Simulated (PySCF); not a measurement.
# Er(SH)3: other functionals and bases at one geometry

Aim: see how levels, charges and forces of Er(SH)3 depend on the level of theory. The species was built from a template and needn't be a known compound.

Program: PySCF 2.14.0. Level of theory: several levels, as the steps say, no spin–orbit coupling. These are calculated values, not measurements.

1 further run of the same task is left out (for a known fault of the program).

**1. Starting geometry**

7 atoms, charge 0, spin multiplicity 1.

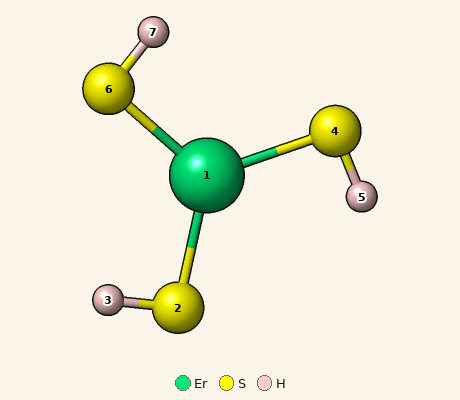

The structure; erbium green, sulfur yellow, hydrogen pink; atoms are numbered from 1 in the order of the file.

Geometry (Å):

| atom | x (Å) | y (Å) | z (Å) |
| --- | --- | --- | --- |
| Er1 | 0.00000 | 0.00000 | 0.85756 |
| S2 | 2.51690 | 0.42369 | 0.90057 |
| H3 | 2.83522 | -0.89278 | 0.94331 |
| S4 | -1.62538 | 1.96786 | 0.90057 |
| H5 | -0.64444 | 2.90176 | 0.94331 |
| S6 | -0.89153 | -2.39155 | 0.90057 |
| H7 | -2.19077 | -2.00898 | 0.94331 |

Formal oxidation states: Er +3. Each metal's 11 4f electrons lie in its core potential, so multiplicities, spins and levels count the valence alone. An earlier session relaxed this geometry at PBE0, Er lcecp-1-SVP with ECP57, S def2-SVP, H def2-SVP (singlet, point group C3).

At PBE0 on the finer grid: E = -1233.979851 Eh, HOMO -7.50 eV, LUMO -2.44 eV, Mulliken charge on Er1 +0.82 e, largest force component 0.005 eV/Å. 

Levels to run: TPSSh; B3LYP; PBE0, TZVP. Hardware: 2 threads of Arm Neoverse V1, shared host.

**2. TPSSh**

Input file run.py (the lines that set the calculation):

```python
mol = gto.M(atom='''
Er     0.00000     0.00000     0.85756
S      2.51690     0.42369     0.90057
H      2.83522    -0.89278     0.94331
S     -1.62538     1.96786     0.90057
H     -0.64444     2.90176     0.94331
S     -0.89153    -2.39155     0.90057
H     -2.19077    -2.00898     0.94331''',
    basis={'Er': 'lcecp-1-SVP', 'S': 'def2-SVP', 'H': 'def2-SVP'},
    ecp={'Er': 'lcecp-1-SVP'},
    charge=0, spin=0)
mf = dft.RKS(mol, xc='TPSSH')
mf.grids.atom_grid = (75, 302)  # f atoms: unpruned, at least (60, 302)
mf = mf.density_fit()  # fitting sets: Er AutoAux, S def2-universal-JKFIT, H def2-universal-JKFIT
mf.conv_tol = 1e-08; mf.max_cycle = 55
mf.kernel(dm0)  # dm0: the density of the relaxed state
```

Command:

```console
$ OMP_NUM_THREADS=2 python run.py
```

What it wrote:

```text
init E= -1234.45832978379
  HOMO = -0.253070870511588  LUMO = -0.0976587440700278  gap/eV = 4.22898
cycle= 1 E= -1234.45888301123  delta_E= -0.000553  |g|= 0.0077  |ddm|= 0.0886
  HOMO = -0.25361644869632  LUMO = -0.0972715444253218  gap/eV = 4.25436
cycle= 2 E= -1234.45888429805  delta_E= -1.29e-06  |g|= 0.00717  |ddm|= 0.0199
  HOMO = -0.25300699618082  LUMO = -0.097599481280632  gap/eV = 4.22885
cycle= 3 E= -1234.45889884934  delta_E= -1.46e-05  |g|= 0.00251  |ddm|= 0.0131
  HOMO = -0.253021592938818  LUMO = -0.0972997007137586  gap/eV = 4.23741
cycle= 4 E= -1234.45890120048  delta_E= -2.35e-06  |g|= 0.000598  |ddm|= 0.00448
  HOMO = -0.253068125186128  LUMO = -0.0973729148046907  gap/eV = 4.23668
cycle= 5 E= -1234.4589013329  delta_E= -1.32e-07  |g|= 5.83e-05  |ddm|= 0.000986
  HOMO = -0.253070475030232  LUMO = -0.0973685430642632  gap/eV = 4.23687
cycle= 6 E= -1234.45890133407  delta_E= -1.18e-09  |g|= 1.35e-05  |ddm|= 9.64e-05
  HOMO = -0.253068459175355  LUMO = -0.0973669118888836  gap/eV = 4.23685
Extra cycle  E= -1234.4589013341  delta_E= -2.73e-11  |g|= 1.01e-05  |ddm|= 2.77e-05
converged SCF energy = -1234.4589013341
```

Run time: 9 s. Hardware: 2 threads of Arm Neoverse V1, shared host.

It gives: E = -1234.458901 Eh, HOMO -6.89 eV, LUMO -2.65 eV, Mulliken charge on Er1 +0.85 e, largest force component 0.137 eV/Å. 

**3. B3LYP**

Edit run.py (the lines that set the calculation) of step 2 so:

```diff
@@ -11,3 +11,3 @@
     charge=0, spin=0)
-mf = dft.RKS(mol, xc='TPSSH')
+mf = dft.RKS(mol, xc='B3LYP')
 mf.grids.atom_grid = (75, 302)  # f atoms: unpruned, at least (60, 302)
```

Command:

```console
$ OMP_NUM_THREADS=2 python run.py
```

What it wrote:

```text
init E= -1234.47292513553
  HOMO = -0.264706929181021  LUMO = -0.100495225407776  gap/eV = 4.46843
cycle= 1 E= -1234.47408847645  delta_E= -0.00116  |g|= 0.0095  |ddm|= 0.17
  HOMO = -0.263012215199357  LUMO = -0.0992167996722166  gap/eV = 4.45710
cycle= 2 E= -1234.47410865249  delta_E= -2.02e-05  |g|= 0.00699  |ddm|= 0.0258
  HOMO = -0.264037987075185  LUMO = -0.099486971543481  gap/eV = 4.47766
cycle= 3 E= -1234.47412164194  delta_E= -1.3e-05  |g|= 0.00181  |ddm|= 0.0111
  HOMO = -0.264028334095341  LUMO = -0.0997755508364584  gap/eV = 4.46955
cycle= 4 E= -1234.47412258423  delta_E= -9.42e-07  |g|= 0.000889  |ddm|= 0.00424
  HOMO = -0.26403520066984  LUMO = -0.0996836075679646  gap/eV = 4.47223
cycle= 5 E= -1234.47412288737  delta_E= -3.03e-07  |g|= 8.47e-05  |ddm|= 0.00139
  HOMO = -0.264045483855739  LUMO = -0.0996897890293269  gap/eV = 4.47235
cycle= 6 E= -1234.47412288973  delta_E= -2.36e-09  |g|= 3.11e-05  |ddm|= 0.000151
  HOMO = -0.26404362809156  LUMO = -0.0996851729182495  gap/eV = 4.47242
Extra cycle  E= -1234.47412288978  delta_E= -5.39e-11  |g|= 2.84e-05  |ddm|= 7.96e-05
converged SCF energy = -1234.47412288978
```

It took 6.5 s on 2 threads of Arm Neoverse V1, shared host.

Result: E = -1234.474123 Eh, HOMO -7.18 eV, LUMO -2.71 eV, Mulliken charge on Er1 +0.72 e, largest force component 0.187 eV/Å. 

**4. PBE0, TZVP**

Basis: Er lcecp-1-TZVP with ECP57, S def2-TZVP, H def2-TZVP. 

Input file run.py (the lines that set the calculation):

```python
mol = gto.M(atom='''
Er     0.00000     0.00000     0.85756
S      2.51690     0.42369     0.90057
H      2.83522    -0.89278     0.94331
S     -1.62538     1.96786     0.90057
H     -0.64444     2.90176     0.94331
S     -0.89153    -2.39155     0.90057
H     -2.19077    -2.00898     0.94331''',
    basis={'Er': 'lcecp-1-TZVP', 'S': 'def2-TZVP', 'H': 'def2-TZVP'},
    ecp={'Er': 'lcecp-1-TZVP'},
    charge=0, spin=0)
mf = dft.RKS(mol, xc='PBE0')
mf.grids.atom_grid = (75, 302)  # f atoms: unpruned, at least (60, 302)
mf = mf.density_fit()  # fitting sets: Er AutoAux, S def2-universal-JKFIT, H def2-universal-JKFIT
mf.conv_tol = 1e-08; mf.max_cycle = 55
mf.kernel(dm0)  # dm0: free metal ions and neutral atoms
```

Command:

```console
$ OMP_NUM_THREADS=2 python run.py
```

What it wrote:

```text
init E= -1247.55202206716
  HOMO = -0.256819610338861  LUMO = -0.129815079738671  gap/eV = 3.45597
cycle= 1 E= -1234.25563293509  delta_E= 13.3  |g|= 1.39  |ddm|= 2.41
  HOMO = -0.307325854583943  LUMO = -0.0489654992083052  gap/eV = 7.03034
cycle= 2 E= -1234.23278187962  delta_E= 0.0229  |g|= 0.891  |ddm|= 1.25
  HOMO = -0.270059474910651  LUMO = -0.124283905858521  gap/eV = 3.96676
cycle= 3 E= -1234.33593828658  delta_E= -0.103  |g|= 0.397  |ddm|= 1.03
  HOMO = -0.274320633246013  LUMO = -0.0851754332116226  gap/eV = 5.14690
cycle= 4 E= -1234.39008585023  delta_E= -0.0541  |g|= 0.0233  |ddm|= 0.409
  HOMO = -0.278812599622514  LUMO = -0.090710890166441  gap/eV = 5.11851
cycle= 5 E= -1234.39025248153  delta_E= -0.000167  |g|= 0.00798  |ddm|= 0.0439
  HOMO = -0.277563365298068  LUMO = -0.0893809176355541  gap/eV = 5.12071
cycle= 6 E= -1234.39027153036  delta_E= -1.9e-05  |g|= 0.00225  |ddm|= 0.0114
  HOMO = -0.277746340253573  LUMO = -0.0893900572290784  gap/eV = 5.12544
cycle= 7 E= -1234.39027284653  delta_E= -1.32e-06  |g|= 0.000303  |ddm|= 0.00208
  HOMO = -0.27772924871516  LUMO = -0.0893777548438022  gap/eV = 5.12531
cycle= 8 E= -1234.39027287153  delta_E= -2.5e-08  |g|= 0.000146  |ddm|= 0.000398
  HOMO = -0.277728063002463  LUMO = -0.0893874527001227  gap/eV = 5.12501
cycle= 9 E= -1234.39027287884  delta_E= -7.31e-09  |g|= 3.04e-05  |ddm|= 0.000135
  HOMO = -0.277729234225832  LUMO = -0.0893959705389897  gap/eV = 5.12481
Extra cycle  E= -1234.39027287853  delta_E= 3.15e-10  |g|= 4.38e-05  |ddm|= 6.83e-05
converged SCF energy = -1234.39027287853
```

It took 17 s on 2 threads of Arm Neoverse V1, shared host.

It gives: E = -1234.390273 Eh, HOMO -7.56 eV, LUMO -2.43 eV, Mulliken charge on Er1 +1.24 e, largest force component 0.211 eV/Å. 

**5. Results**

| level | state | HOMO (eV) | gap (eV) | charge on Er1 (e) | dipole (D) | largest force (eV/Å) | basis functions | time |
| --- | --- | --- | --- | --- | --- | --- | --- | --- |
| PBE0 (relaxed here) | singlet | -7.50 | 5.06 | 0.82 | 0.18 | 0.00 | 102 | 17 s |
| TPSSh | singlet | -6.89 | 4.24 | 0.85 | 0.18 | 0.14 | 102 | 9 s |
| B3LYP | singlet | -7.18 | 4.47 | 0.72 | 0.18 | 0.19 | 102 | 6.5 s |
| PBE0, TZVP | singlet | -7.56 | 5.12 | 1.24 | 0.20 | 0.21 | 176 | 17 s |

Times are on 2 threads of Arm Neoverse V1, shared host; the first row also made further properties.

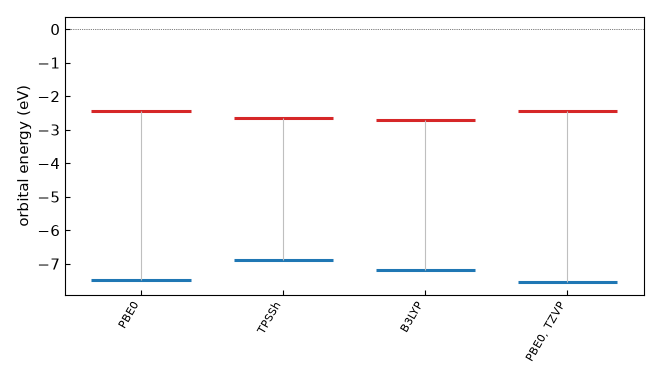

Highest filled and lowest empty level, method by method.

In one basis the HOMO–LUMO gap runs from 4.24 eV (TPSSh) to 5.06 eV (PBE0). The largest leftover force, 0.21 eV/Å with PBE0, TZVP, stands at a geometry relaxed at another level. The Mulliken charge on Er spans +0.72 to +1.24 e over the levels. With 4f in the core, its levels are missing from HOMO and gap. Total energies of different levels can't be compared. Spin–orbit coupling is left out throughout.
